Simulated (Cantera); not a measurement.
Input: 1 mol B, 0.29 mol H2O, 52 mol N2, held at 21000 Pa.

Equilibrium computed with Cantera from the NASA thermochemical tables; the gas is ideal and each condensed phase is pure. Candidate condensed phases: B, BN, B2O3, B3O3H3, H2O; 39 gas species. N2 is the only nitrogen source here; it is nearly inert below about 1500 K, so the nitride shown seldom forms there in practice. Mutual solubility and eutectic melting of coexisting phases are not modelled. The numbers say what is thermodynamically allowed, not how fast it happens.

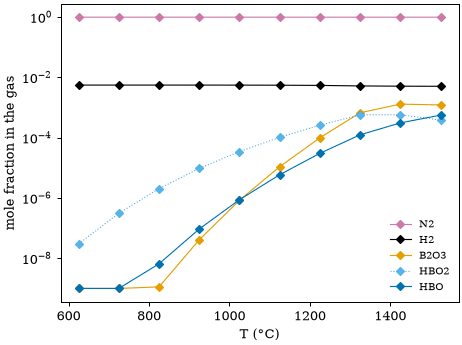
*Equilibrium gas composition (values under 1e-9 drawn at 1e-9)*

Read off the mole fractions at 1025 °C.

N2 about 0.99, H2 about 0.0055, HBO2 about 3.5e-5, HBO about 8.8e-7, B2O3 about 8.4e-7.
